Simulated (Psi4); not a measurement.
# wB97X/def2-TZVPP run of PHF2 (difluorophosphine)

Aim: the vertical ionisation energy of PHF2 (difluorophosphine) at wB97X/def2-TZVPP, from 2 runs. 

Program for the calculation: Psi4 1.11.

2 further runs of the same task are left out: 2 set aside as unsound or not needed.

### Step 1. The structure to begin with

The species is PHF2 (4 atoms), meant as a singlet with charge 0. As SMILES, `FPF`. The shape is that of a GFN2-xTB optimisation.

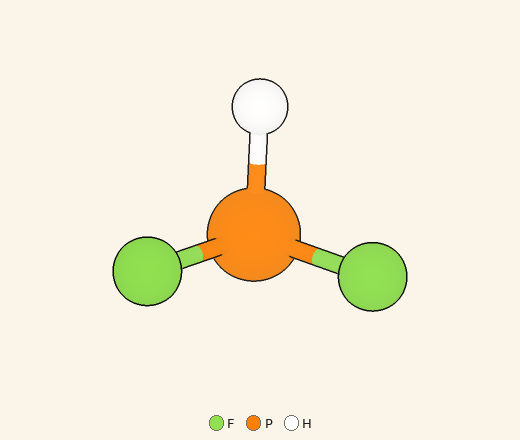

The structure, seen from a chosen angle (fluorine green, phosphorus orange, hydrogen white).

### Step 2. Energy and forces at wB97X/def2-TZVPP

calc.in reads:

```
memory 1600 MB

molecule molecule1 {
  0 1
  F      2.26899416     1.14116781    -0.46118766
  P     -0.03930630    -0.81828921    -0.86927402
  F     -2.22451000     1.25757494    -0.36970602
  H     -0.00517785    -1.58045355     1.70016770
  units au
  symmetry c1
  no_reorient
  no_com
}

set {
  basis                def2-TZVPP
  reference            rks
  puream               true
  e_convergence        1e-09
  d_convergence        1e-08
  scf_type             pk
  dft_radial_points    99
  dft_spherical_points 590
}

result, w = gradient("wb97x", return_wfn=True)
```

On the command line:

```bash
psi4 -i calc.in -o calc.out -n 1
```

calc.out:

```text
[...]
  Running in c1 symmetry.
[...]
  Nuclear repulsion =  116.320293543093484
[...]
  Multiplicity = 1
[...]
  Nalpha       = 17
  Nbeta        = 17
[...]
    Number of basis functions: 118
[...]
   @RKS iter   1:  -541.67063332752389   -4.42216e-01   4.25372e-03 DIIS/ADIIS
[...]
   @RKS iter  11:  -541.73957487986024   -9.54969e-12   6.30378e-09 DIIS
[...]
    Orbital Energies [Eh]
    ---------------------
    Doubly Occupied:
       1A    -77.167641     2A    -24.753787     3A    -24.753744
       4A     -6.746291     5A     -4.909002     6A     -4.906305
       7A     -4.898795     8A     -1.355824     9A     -1.321107
      10A     -0.783890    11A     -0.635927    12A     -0.628862
      13A     -0.603644    14A     -0.555467    15A     -0.533408
      16A     -0.528611    17A     -0.394861
[...]
  @RKS Final Energy:  -541.73957487986024
   => Energetics <=
    Nuclear Repulsion Energy =            116.3202935430934843
    One-Electron Energy =                -982.7287980613735954
    Two-Electron Energy =                 357.8114652593823735
    DFT Exchange-Correlation Energy =     -33.1425356209625619
    Empirical Dispersion Energy =           0.0000000000000000
    VV10 Nonlocal Energy =                  0.0000000000000000
    Total Energy =                       -541.7395748798602426
[...]
 Multipole Moments:
 ------------------------------------------------------------------------------------
     Multipole            Electronic (a.u.)      Nuclear  (a.u.)        Total (a.u.)
 ------------------------------------------------------------------------------------
 L = 1.  Multiply by 2.5417464519 to convert [e a0] to [Debye]
 Dipole X            :          0.1783388           -0.1944149           -0.0160761
 Dipole Y            :         -8.4109199            7.7338931           -0.6770268
 Dipole Z            :         18.8945745          -18.8169857            0.0775888
 Magnitude           :                                                    0.6816478
[...]
  -Total Gradient:
     Atom            X                  Y                   Z
    ------   -----------------  -----------------  -----------------
       1        0.004648907254     0.012953400285     0.007859375780
       2       -0.001256610332    -0.034353763935    -0.016018214419
       3       -0.003660586375     0.013202564572     0.007971574235
       4        0.000255361083     0.007816292647     0.000030488595
[...]
```

Wall time 32 s (1 thread of Intel Xeon Platinum 8375C at 2.90GHz (Ice Lake), shared host); peak memory 0.88 GiB.

### Step 3. The doublet cation

f2hp.json reads:

```json
{
  "schema_name": "qcschema_input",
  "schema_version": 1,
  "molecule": {
    "schema_name": "qcschema_molecule",
    "schema_version": 2,
    "symbols": ["F", "P", "F", "H"],
    "geometry": [2.26899416, 1.14116781, -0.46118766, -0.0393063, -0.81828921, -0.86927402, -2.22451, 1.25757494, -0.36970602, -0.00517785, -1.58045355, 1.7001677],
    "molecular_charge": 1,
    "molecular_multiplicity": 2,
    "fix_symmetry": "c1"
  },
  "driver": "gradient",
  "model": {
    "method": "wb97x",
    "basis": "def2-TZVPP"
  },
  "keywords": {
    "reference": "uks",
    "puream": true,
    "e_convergence": 1e-09,
    "d_convergence": 1e-08,
    "scf_type": "pk",
    "dft_radial_points": 99,
    "dft_spherical_points": 590,
    "maxiter": 200
  }
}
```

On the command line:

```bash
psi4 --qcschema f2hp.json -n 1 --memory 1600MB
```

stdout:

```text
[...]
  Running in c1 symmetry.
[...]
  Nuclear repulsion =  116.320293543093484
[...]
  Multiplicity = 2
[...]
  Nalpha       = 17
  Nbeta        = 16
[...]
    Number of basis functions: 118
[...]
   @UKS iter   1:  -541.22999142838864   -1.57337e-03   4.22120e-03 DIIS/ADIIS
[...]
   @UKS iter  15:  -541.32922724452305   -1.81899e-12   2.72094e-09 DIIS
[...]
   @S^2 Observed:                7.559575328E-01
[...]
    Orbital Energies [Eh]
    ---------------------
    Alpha Occupied:
       1A    -77.535343     2A    -25.056656     3A    -25.056633
       4A     -7.106769     5A     -5.267794     6A     -5.267293
       7A     -5.264776     8A     -1.647930     9A     -1.611608
      10A     -1.098326    11A     -0.929054    12A     -0.923297
      13A     -0.898312    14A     -0.844600    15A     -0.825853
      16A     -0.813849    17A     -0.740692
    Alpha Virtual:
      18A     -0.245543    19A     -0.228160    20A     -0.089744
      21A      0.040569    22A      0.066344    23A      0.069702
      24A      0.082908    25A      0.094021    26A      0.101949
[...]
  @UKS Final Energy:  -541.32922724452305
   => Energetics <=
    Nuclear Repulsion Energy =            116.3202935430934843
    One-Electron Energy =                -972.1207892640225054
    Two-Electron Energy =                 347.4096540414491869
    DFT Exchange-Correlation Energy =     -32.9383855650432196
    Empirical Dispersion Energy =           0.0000000000000000
    VV10 Nonlocal Energy =                  0.0000000000000000
    Total Energy =                       -541.3292272445230537
[...]
 Multipole Moments:
 ------------------------------------------------------------------------------------
     Multipole            Electronic (a.u.)      Nuclear  (a.u.)        Total (a.u.)
 ------------------------------------------------------------------------------------
 L = 1.  Multiply by 2.5417464519 to convert [e a0] to [Debye]
 Dipole X            :         -0.0310581           -0.0109748           -0.0420329
 Dipole Y            :         -0.2844671           -1.3196850           -1.6041521
 Dipole Z            :         -1.1294914            1.1019271           -0.0275643
 Magnitude           :                                                    1.6049394
[...]
  -Total Gradient:
     Atom            X                  Y                   Z
    ------   -----------------  -----------------  -----------------
       1        0.034120402516     0.048897020828     0.026196694088
       2       -0.004297537080    -0.125596127159    -0.050148228636
       3       -0.030456117339     0.050604815323     0.027477924068
       4        0.000619410853     0.025668611141    -0.003659922263
[...]
```

The result, in JSON:

```text
{
 "driver": "gradient",
 "model": {
  "method": "wb97x",
  "basis": "def2-TZVPP"
 },
 "success": true,
 "return_result": [0.03412040251641646, 0.048897020828370066, 0.026196694088287273, -0.0042975370802157825, -0.12559612715905025, -0.050148228636322706, -0.030456117339029892, 0.05060481532324465, 0.027477924067981146, 0.0006194108528399338, 0.025668611140575344, -0.0036599222632817813],
 "properties": {
  "calcinfo_nbasis": 118,
  "calcinfo_nmo": 118,
  "calcinfo_nalpha": 17,
  "calcinfo_nbeta": 16,
  "calcinfo_natom": 4,
  "nuclear_repulsion_energy": 116.32029354309348,
  "return_energy": -541.329227244523,
  "return_gradient": [0.03412040251641646, 0.048897020828370066, 0.026196694088287273, -0.0042975370802157825, -0.12559612715905025, -0.050148228636322706, -0.030456117339029892, 0.05060481532324465, 0.027477924067981146, 0.0006194108528399338, 0.025668611140575344, -0.0036599222632817813],
  "scf_one_electron_energy": -972.1207892640225,
  "scf_two_electron_energy": 347.4096540414492,
  "scf_xc_energy": -32.93838556504322,
  "scf_dipole_moment": [-0.042032891631599366, -1.6041520822054098, -0.027564281940653412],
  "scf_total_energy": -541.329227244523,
  "scf_total_gradient": [0.03412040251641646, 0.048897020828370066, 0.026196694088287273, -0.0042975370802157825, -0.12559612715905025, -0.050148228636322706, -0.030456117339029892, 0.05060481532324465, 0.027477924067981146, 0.0006194108528399338, 0.025668611140575344, -0.0036599222632817813],
  "scf_iterations": 15
 }
}
```

Wall time 48 s (1 thread of Intel Xeon Platinum 8375C at 2.90GHz (Ice Lake), shared host); peak memory 0.88 GiB.

### Step 4. Results

At wB97X/def2-TZVPP:

| quantity | value |
| --- | --- |
| singlet PHF2: total energy | -541.73957 Eh |
| singlet PHF2: dipole moment | 1.73 D |
| singlet PHF2: HOMO energy | -10.74 eV |
| singlet PHF2: LUMO energy | 1.32 eV |
| singlet PHF2: HOMO–LUMO gap | 12.07 eV |
| singlet PHF2: largest force on an atom | 1.950 eV/Å |
| doublet cation: total energy | -541.32923 Eh |
| doublet cation: HOMO energy (highest over α and β) | -20.16 eV |
| doublet cation: LUMO energy (lowest over α and β) | -11.64 eV |
| doublet cation: ⟨S²⟩ | 0.756 |
| doublet cation: largest force on an atom | 6.958 eV/Å |
| vertical ionisation energy (to the doublet cation) | 11.166 eV |

**Reading.** Removing an electron at fixed nuclei costs 11.17 eV (257 kcal/mol). The largest force (singlet PHF2) is 1.95 eV/Å: the shape isn't a stationary point for this species at this level. The negative HOMO energy of the first species, 10.74 eV, lies 0.42 eV below that difference.
